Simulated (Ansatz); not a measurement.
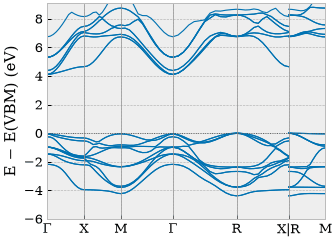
Fig. 1. Band structure from DFT-r²SCAN with spin–orbit coupling in the program Ansatz with PAW potentials

**Question.** Read off the gap and where the band edges lie.

**Answer.** About 4.1 eV (4.11 eV by a search for the band edges); maximum at R, minimum at Γ.

The material is BaHfO₃ (cubic perovskite, Pm-3m).

The r²SCAN relaxation kept the symmetry of its start. No spin polarisation was allowed.

Potentials: the earlier of the program's two PAW sets.
